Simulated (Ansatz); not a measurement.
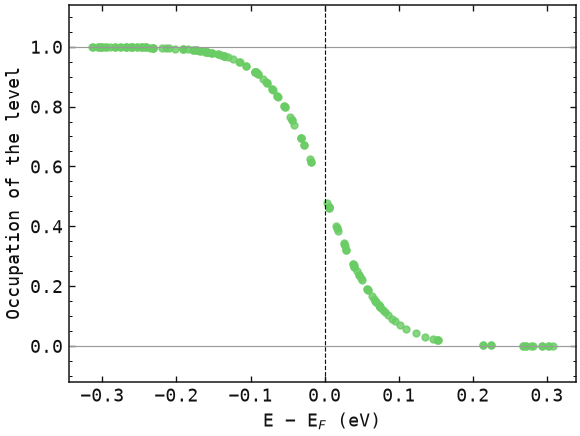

Occupations of the one-electron levels of the k mesh against their energy, from a run on KBr3N, space group C2/m (No. 12), 10 atoms in the cell, cell charge −1 e, with Ansatz.

**Which smearing scheme was used (Fermi-Dirac, Gaussian, Methfessel-Paxton or cold), and about what width?**

Fermi-Dirac smearing with a width of 0.039 eV. The occupations stay between 0 and 1 and have long exponential tails; the slope at the Fermi level is 1/(4 × width).
